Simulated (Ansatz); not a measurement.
| atom | x (Å) | y (Å) | z (Å) |
| --- | --- | --- | --- |
| Ta | 0.1844 | 0.0851 | 0.3940 |
| O | 0.2887 | 0.4097 | 2.1584 |
| O | 1.8262 | 0.0796 | -0.3367 |
| O | -0.9015 | 1.5323 | -0.4829 |
| H | -0.5363 | 1.9151 | -1.2959 |
| O | -0.6518 | -1.7197 | 0.1003 |
| H | -0.2098 | -2.3021 | -0.5371 |

Geometry: PBE-D4/def2-SVPD; core potentials replace the inner electrons of Ta.

Theory: Ansatz 0.2.0, RKS PBE0-D4/def2-TZVPD.

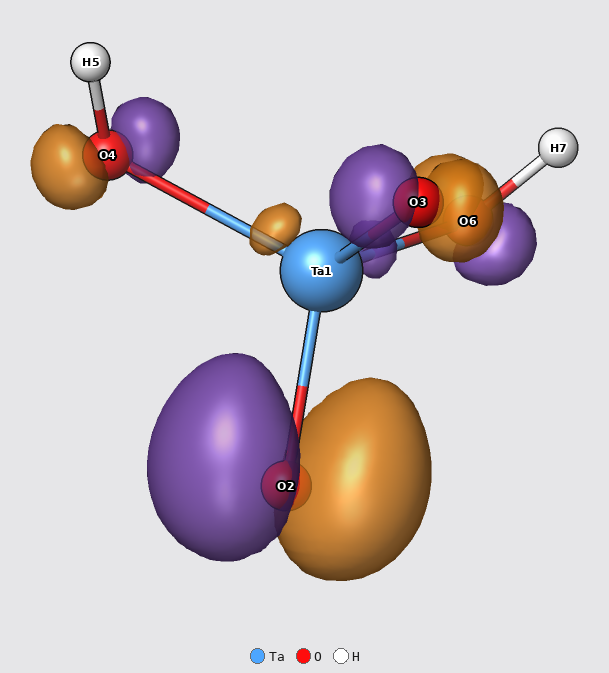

H2O4Ta (charge −1). The HOMO−1 at ±0.2 Å⁻³ᐟ² (orange and purple are the two phases), seen at a tilt.

> Where does this orbital lie, and at what energy?

It lies mainly on O2 (about 60 %), Ta1 (about 15 %) and O3 (about 10 %). Its energy is −3.09 eV.
